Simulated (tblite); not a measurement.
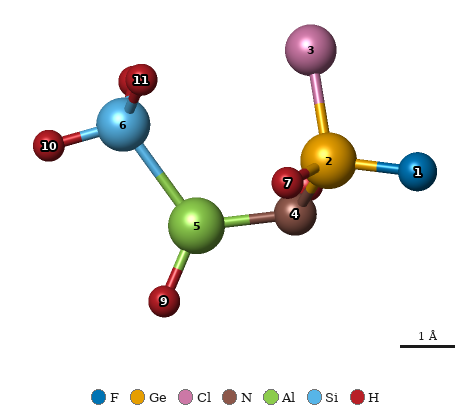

**Figure 1.** The starting structure (ball-and-stick view, seen at a tilt; atoms are numbered from 1 in the order of the input). Sticks mark near contacts.

## Geometry relaxation, with input and output: AlGeSiNH6ClF

- system: AlGeSiNH6ClF
- method: GFN2-xTB, R-SCC (tblite 0.8.0)

The geometry: force field.

**What the program printed**
```
Step     Time          Energy          fmax
BFGS:    0 20:04:07     -546.569581        1.582518
BFGS:    1 20:04:07     -546.663172        0.985066
BFGS:    2 20:04:07     -546.743259        0.629815
BFGS:    3 20:04:07     -546.771771        0.515381
BFGS:    4 20:04:07     -546.814383        0.610155
BFGS:    5 20:04:07     -546.862444        0.720804
BFGS:    6 20:04:07     -546.915425        0.943935
BFGS:    7 20:04:07     -546.959473        0.613096
BFGS:    8 20:04:07     -546.985071        0.442429
BFGS:    9 20:04:07     -547.006045        0.368493
BFGS:   10 20:04:07     -547.019809        0.287995
BFGS:   11 20:04:07     -547.030845        0.279847
BFGS:   12 20:04:07     -547.045412        0.386067
BFGS:   13 20:04:07     -547.058806        0.473679
BFGS:   14 20:04:07     -547.076799        0.451293
BFGS:   15 20:04:07     -547.094346        0.387804
BFGS:   16 20:04:08     -547.106007        0.325712
BFGS:   17 20:04:08     -547.112647        0.241837
BFGS:   18 20:04:08     -547.118788        0.166496
BFGS:   19 20:04:08     -547.122441        0.205976
BFGS:   20 20:04:08     -547.126575        0.169421
BFGS:   21 20:04:08     -547.129226        0.160277
BFGS:   22 20:04:08     -547.130625        0.174535
BFGS:   23 20:04:08     -547.131387        0.063706
BFGS:   24 20:04:08     -547.131896        0.059700
BFGS:   25 20:04:08     -547.132421        0.063980
BFGS:   26 20:04:08     -547.133012        0.079896
BFGS:   27 20:04:08     -547.133731        0.076244
BFGS:   28 20:04:08     -547.134396        0.060872
BFGS:   29 20:04:08     -547.135034        0.054304
BFGS:   30 20:04:08     -547.135726        0.078546
BFGS:   31 20:04:08     -547.136528        0.080061
BFGS:   32 20:04:08     -547.137358        0.088939
BFGS:   33 20:04:08     -547.138157        0.075541
BFGS:   34 20:04:08     -547.139026        0.091007
BFGS:   35 20:04:08     -547.140238        0.140240
BFGS:   36 20:04:08     -547.142145        0.185084
BFGS:   37 20:04:08     -547.144745        0.172396
BFGS:   38 20:04:08     -547.147004        0.108494
BFGS:   39 20:04:08     -547.148408        0.088423
BFGS:   40 20:04:08     -547.149846        0.122982
BFGS:   41 20:04:08     -547.151973        0.161399
BFGS:   42 20:04:08     -547.155309        0.219773
BFGS:   43 20:04:08     -547.158590        0.255583
BFGS:   44 20:04:08     -547.160978        0.137641
BFGS:   45 20:04:08     -547.163013        0.103016
BFGS:   46 20:04:08     -547.165141        0.150279
BFGS:   47 20:04:08     -547.167332        0.157188
BFGS:   48 20:04:08     -547.172952        0.263048
BFGS:   49 20:04:08     -547.179181        0.224285
BFGS:   50 20:04:08     -547.177804        0.432964
BFGS:   51 20:04:08     -547.183695        0.093719
BFGS:   52 20:04:09     -547.184736        0.098313
BFGS:   53 20:04:09     -547.187281        0.162563
BFGS:   54 20:04:09     -547.189602        0.173556
BFGS:   55 20:04:09     -547.197931        0.145471
BFGS:   56 20:04:09     -547.201194        0.133101
BFGS:   57 20:04:09     -547.204504        0.130590
BFGS:   58 20:04:09     -547.206424        0.130425
BFGS:   59 20:04:09     -547.203538        0.471120
BFGS:   60 20:04:09     -547.209550        0.115358
BFGS:   61 20:04:09     -547.210681        0.090416
BFGS:   62 20:04:09     -547.213576        0.140586
BFGS:   63 20:04:09     -547.214462        0.149387
BFGS:   64 20:04:09     -547.217037        0.113692
BFGS:   65 20:04:09     -547.217835        0.164689
BFGS:   66 20:04:09     -547.218624        0.087751
BFGS:   67 20:04:09     -547.219402        0.071987
BFGS:   68 20:04:09     -547.220043        0.064560
BFGS:   69 20:04:09     -547.220338        0.042735
converged: True after 69 steps
Energy: -12619.200872 kcal/mol
Dipole: 3.0847 D
Charges: [-0.2885  0.3497 -0.1159 -0.3975  0.2902  0.3736  0.0353  0.2187 -0.1827
 -0.1029 -0.0907 -0.0892]
Final positions (angstrom):
F     -2.619312     2.059040     1.788838
Ge    -0.991992     1.424583     1.512972
Cl    -0.659913    -0.127110     2.856975
N     -1.046945     0.805717    -0.195713
Al    -0.211869    -0.347033    -1.321962
Si     1.779569    -1.637717    -0.860688
H     -0.152737     2.643881     1.805564
H     -1.834020     1.248179    -0.675704
H     -1.064337    -0.281196    -2.627503
H      2.639532    -1.839402    -2.050797
H      2.667932    -0.997048     0.139929
H      1.570992    -3.006994    -0.337811
largest displacement 1.7549 angstrom
```

**Trajectory as extended XYZ (Å, eV, eV/Å), 9 of the 70 frames kept, from step=0 to step=69**
```
12
Properties=species:S:1:pos:R:3:forces:R:3 step=0 energy=-546.56958
F    -2.1540    2.2153    2.0371   -0.4936   0.3765   0.2444
Ge   -0.9445    1.3249    1.2363    1.4270  -0.5400  -0.4200
Cl   -0.2554   -0.1857    2.5952   -0.2822   0.4495  -0.1691
N    -1.5682    0.5290   -0.2951    0.3540  -1.2158   0.2677
Al   -0.1786    0.0331   -1.4473   -0.9697   0.4281  -0.1793
Si    1.5104   -1.3979   -0.6577    0.0781  -0.0807   0.3811
H     0.2489    2.2827    0.8596   -0.6388  -0.1683   0.3130
H    -2.0611   -0.3526    0.0067    0.1052   1.0135  -0.4412
H    -0.1115    0.6266   -2.8776   -0.2489   0.2583   0.0083
H     2.4961   -1.6348   -1.7033    0.3216  -0.1812  -0.0877
H     2.1676   -0.8078    0.5267    0.1940  -0.1737   0.0105
H     0.9272   -2.6879   -0.2465    0.1533  -0.1663   0.0724
12
Properties=species:S:1:pos:R:3:forces:R:3 step=9 energy=-547.00604
F    -2.1207    2.1880    1.9478   -0.3551   0.0923   0.0345
Ge   -0.8311    1.2672    1.2365    0.2258  -0.2371  -0.1466
Cl   -0.3062   -0.1197    2.7032    0.0370   0.0856   0.0901
N    -1.3949    0.3478   -0.2372   -0.0215   0.0564  -0.0398
Al   -0.2397   -0.0201   -1.5833    0.1205   0.1291   0.0861
Si    1.5154   -1.4028   -0.6602    0.0876  -0.0779  -0.1162
H     0.1451    2.3688    0.9346    0.0500  -0.0880  -0.0112
H    -2.2517   -0.1700   -0.0559   -0.0779   0.1784  -0.0156
H    -0.2920    0.8184   -2.9218   -0.1367  -0.0873   0.2114
H     2.5710   -1.7081   -1.6341    0.1739  -0.0838  -0.0945
H     2.2546   -0.8993    0.5180   -0.0485   0.0918  -0.0109
H     1.0271   -2.7253   -0.2135   -0.0552  -0.0595   0.0128
12
Properties=species:S:1:pos:R:3:forces:R:3 step=17 energy=-547.11265
F    -2.2036    2.1248    1.8507   -0.1667   0.0676   0.0474
Ge   -0.8244    1.2346    1.2505    0.1152  -0.0607  -0.0830
Cl   -0.2842   -0.0492    2.8006    0.0047   0.0245   0.0238
N    -1.3821    0.3357   -0.2296   -0.0865  -0.0202   0.1041
Al   -0.1726   -0.0137   -1.5326   -0.1936  -0.1121   0.0187
Si    1.5924   -1.4587   -0.7304    0.0143   0.0338   0.0194
H     0.1673    2.3234    0.9480    0.0296  -0.0141   0.0436
H    -2.3461    0.0214   -0.1107    0.1811   0.0874  -0.1344
H    -0.4385    0.8364   -2.8105    0.0290   0.0027   0.0345
H     2.6992   -1.7969   -1.6548   -0.0403  -0.0504   0.0943
H     2.2357   -0.8699    0.4748    0.0403  -0.0157  -0.0647
H     1.0338   -2.7430   -0.2219    0.0731   0.0571  -0.1037
12
Properties=species:S:1:pos:R:3:forces:R:3 step=26 energy=-547.13301
F    -2.2464    2.1101    1.8235   -0.0183   0.0196   0.0153
Ge   -0.8264    1.2348    1.2652    0.0248  -0.0469   0.0097
Cl   -0.2784   -0.0186    2.8399   -0.0222   0.0286  -0.0196
N    -1.3691    0.3227   -0.2092   -0.0565   0.0171   0.0539
Al   -0.1992   -0.0532   -1.5298    0.0250  -0.0333   0.0213
Si    1.6059   -1.4568   -0.7499    0.0115  -0.0266  -0.0331
H     0.1814    2.3134    0.9754   -0.0173   0.0122   0.0361
H    -2.3607    0.1028   -0.1611    0.0284   0.0297  -0.0109
H    -0.4711    0.8348   -2.7715    0.0042  -0.0053  -0.0718
H     2.7263   -1.8381   -1.6339   -0.0107   0.0108  -0.0078
H     2.2553   -0.8615    0.4427    0.0258   0.0173   0.0084
H     1.0594   -2.7455   -0.2572    0.0052  -0.0234  -0.0015
12
Properties=species:S:1:pos:R:3:forces:R:3 step=34 energy=-547.13903
F    -2.2668    2.1169    1.8297   -0.0390   0.0038   0.0096
Ge   -0.8412    1.2398    1.2884    0.0523  -0.0235  -0.0120
Cl   -0.2954   -0.0019    2.8700   -0.0298  -0.0132  -0.0141
N    -1.3675    0.3276   -0.1973    0.0514   0.0744   0.0102
Al   -0.2049   -0.0716   -1.5248    0.0550  -0.0524   0.0177
Si    1.6172   -1.4760   -0.7604   -0.0149   0.0121  -0.0332
H     0.1666    2.3292    1.0391   -0.0175   0.0104  -0.0016
H    -2.3719    0.1740   -0.1856   -0.0062   0.0020  -0.0093
H    -0.4665    0.7779   -2.8060   -0.0178  -0.0344   0.0258
H     2.7365   -1.8433   -1.6565   -0.0587   0.0207   0.0072
H     2.2854   -0.8502    0.4113   -0.0269  -0.0538  -0.0147
H     1.0855   -2.7774   -0.2739    0.0518   0.0539   0.0144
12
Properties=species:S:1:pos:R:3:forces:R:3 step=43 energy=-547.15859
F    -2.3608    2.1011    1.8539    0.0050  -0.0014   0.0166
Ge   -0.8687    1.2884    1.3796   -0.0184   0.0740  -0.2139
Cl   -0.4143   -0.0161    2.9319    0.0121  -0.0461   0.0114
N    -1.3042    0.4621   -0.1924   -0.1583  -0.0239   0.0506
Al   -0.2053   -0.1609   -1.4919   -0.0334   0.1558  -0.1036
Si    1.6538   -1.5305   -0.8044   -0.0022  -0.0068   0.1166
H     0.1137    2.4261    1.2234   -0.0466  -0.0509   0.0524
H    -2.3247    0.4199   -0.2781    0.2541   0.0274   0.0045
H    -0.5141    0.5240   -2.8701   -0.0423  -0.0786   0.1301
H     2.7055   -1.8262   -1.8000   -0.0048   0.0026   0.0323
H     2.3539   -0.8964    0.3451    0.0231  -0.0098  -0.0690
H     1.2421   -2.8465   -0.2628    0.0118  -0.0424  -0.0281
12
Properties=species:S:1:pos:R:3:forces:R:3 step=52 energy=-547.18474
F    -2.4894    2.0524    1.8542    0.0346   0.0798  -0.0316
Ge   -0.9178    1.3639    1.4425   -0.0089  -0.0373   0.0122
Cl   -0.5613   -0.0264    2.9450    0.0571  -0.0781   0.0178
N    -1.1986    0.6213   -0.1941   -0.0121   0.0045   0.0115
Al   -0.1942   -0.2262   -1.4417   -0.0111  -0.0435   0.0274
Si    1.6900   -1.6032   -0.8171    0.0206   0.0128   0.0207
H     0.0482    2.5217    1.4743   -0.0675   0.0352   0.0185
H    -2.1817    0.7614   -0.4302    0.0372  -0.0047  -0.0617
H    -0.7095    0.2116   -2.8444   -0.0191  -0.0151   0.0173
H     2.6525   -1.8227   -1.9171    0.0312   0.0015  -0.0374
H     2.4883   -0.9455    0.2468    0.0084   0.0208   0.0163
H     1.4505   -2.9636   -0.2841   -0.0704   0.0239  -0.0110
12
Properties=species:S:1:pos:R:3:forces:R:3 step=60 energy=-547.20955
F    -2.5663    2.0775    1.8142   -0.0165  -0.0234   0.0106
Ge   -0.9680    1.4001    1.4937   -0.0499  -0.0487   0.0241
Cl   -0.6276   -0.0979    2.9068   -0.0106   0.0298  -0.0680
N    -1.0916    0.7622   -0.2027    0.0238  -0.0823   0.0045
Al   -0.1896   -0.2994   -1.3622   -0.0365  -0.0384   0.0334
Si    1.7450   -1.6399   -0.8306    0.0078  -0.0269   0.0093
H    -0.0883    2.6003    1.7003    0.0508   0.0608  -0.0003
H    -1.9796    1.0525   -0.6168    0.0231   0.0713   0.0509
H    -0.9346   -0.0957   -2.7125    0.0024  -0.0168  -0.0421
H     2.6162   -1.8192   -2.0132    0.0433  -0.0153  -0.0204
H     2.6094   -0.9741    0.1768   -0.0098  -0.0214   0.0091
H     1.5518   -3.0213   -0.3196   -0.0280   0.1114  -0.0110
12
Properties=species:S:1:pos:R:3:forces:R:3 step=69 energy=-547.22034
F    -2.6193    2.0590    1.7888    0.0131  -0.0224   0.0161
Ge   -0.9920    1.4246    1.5130   -0.0193  -0.0367  -0.0105
Cl   -0.6599   -0.1271    2.8570    0.0018  -0.0040   0.0121
N    -1.0469    0.8057   -0.1957    0.0260   0.0145  -0.0066
Al   -0.2119   -0.3470   -1.3220   -0.0039   0.0071  -0.0084
Si    1.7796   -1.6377   -0.8607   -0.0160   0.0070  -0.0025
H    -0.1527    2.6439    1.8056    0.0031   0.0069  -0.0332
H    -1.8340    1.2482   -0.6757    0.0232   0.0081   0.0077
H    -1.0643   -0.2812   -2.6275    0.0140  -0.0131   0.0061
H     2.6395   -1.8394   -2.0508   -0.0109   0.0084   0.0125
H     2.6679   -0.9970    0.1399   -0.0094   0.0217   0.0024
H     1.5710   -3.0070   -0.3378   -0.0218   0.0026   0.0041
```

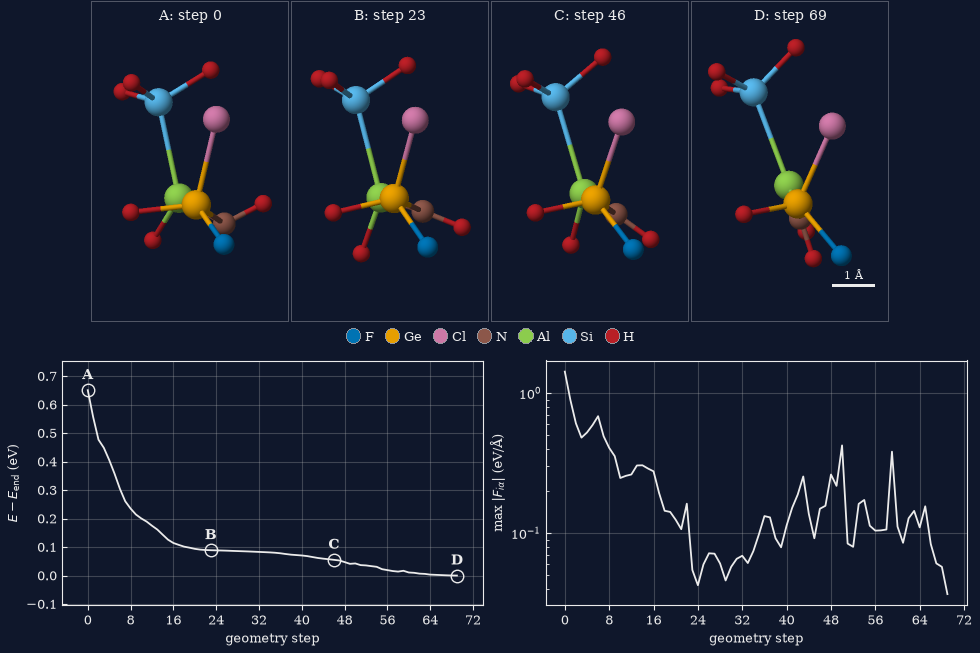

**Figure 2.** Frames of the relaxation (ball-and-stick view, seen at an oblique angle) above the curves, on which the letters mark them (steps are counted from 0).

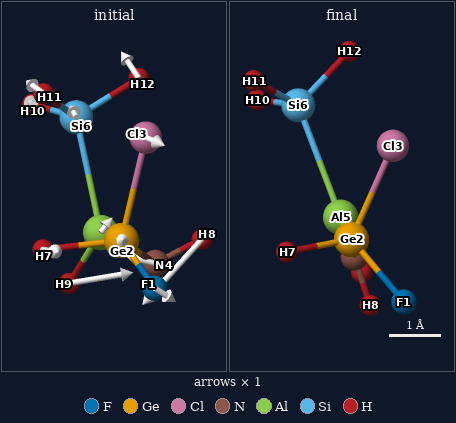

**Figure 3.** Before (left) and after (right) the relaxation, at one scale (ball-and-stick view, seen at an oblique angle). The white arrows give the displacements, at true length. After 69 geometry steps the energy has fallen by 0.651 eV. Largest force component: 1.4 eV/Å at the start, 0.037 eV/Å at the end. H8 moves most after the best rigid fit: 1.78 Å. By element the largest moves are H 1.78 Å, N 0.61 Å, F 0.56 Å, Cl 0.51 Å, Si 0.41 Å, Al 0.39 Å. Among the contacts that change: Al5–Si6 2.350 → 2.418 Å, Ge2–H7 1.576 → 1.509 Å, F1–Ge2 1.702 → 1.768 Å, Ge2–Cl3 2.146 → 2.080 Å. Among the angles that change: Ge2–N4–Al5 112.1° → 141.8°, N4–Al5–H9 119.9° → 103.9°, N4–Ge2–H7 108.8° → 118.3°. (Atoms are counted from 1 in the order of the input.)

This output came from the following input.

**Input file (job.py)**
```python
import json
import numpy as np
from ase.io import read
from tblite.ase import TBLite
from ase.units import kcal, mol as mol_
from ase.units import Debye
from ase.optimize import BFGS

atoms = read("molecule.xyz")
start = atoms.get_positions()

atoms.calc = TBLite(method="GFN2-xTB", charge=0, verbosity=0)
opt = BFGS(atoms, trajectory="opt.traj", logfile="-")
done = opt.run(fmax=0.05, steps=400)
print("converged:", done, "after", opt.nsteps, "steps")
print(f"Energy: {atoms.get_potential_energy() / (kcal / mol_):.6f} kcal/mol")
print(f"Dipole: {np.linalg.norm(atoms.get_dipole_moment()) / Debye:.4f} D")
print("Charges:", np.round(atoms.get_charges(), 4))
print("Final positions (angstrom):")
for a in atoms:
    print(f"{a.symbol:<2} {a.x:12.6f} {a.y:12.6f} {a.z:12.6f}")
print(f"largest displacement {np.linalg.norm(atoms.positions - start, axis=1).max():.4f} angstrom")
json.dump(dict(energy=atoms.get_potential_energy(), forces=atoms.get_forces().tolist(), dipole=atoms.get_dipole_moment().tolist(), charges=atoms.get_charges().tolist(),
               symbols=atoms.get_chemical_symbols(), start=start.tolist(), final=atoms.positions.tolist(), success=bool(done)), open("results.json", "w"))
```

**File molecule.xyz**
```
12

F     -2.154000     2.215300     2.037100
Ge    -0.944500     1.324900     1.236300
Cl    -0.255400    -0.185700     2.595200
N     -1.568200     0.529000    -0.295100
Al    -0.178600     0.033100    -1.447300
Si     1.510400    -1.397900    -0.657700
H      0.248900     2.282700     0.859600
H     -2.061100    -0.352600     0.006700
H     -0.111500     0.626600    -2.877600
H      2.496100    -1.634800    -1.703300
H      2.167600    -0.807800     0.526700
H      0.927200    -2.687900    -0.246500
```

Launched with:
```bash
python job.py
```

**Key numbers**

- outcome: converged
- total energy: −20.109976 hartree
- largest force: 0.043 eV/Å
- dipole moment: 3.08 D
- hardware: 1 thread of Intel Xeon @ 2.50GHz (Skylake/Cascade Lake), 189 GiB of memory available, shared host
- wall time: 3.6 s
- peak memory: 0.11 GiB

**Notes**

Settings chosen away from the usual ones: fmax.
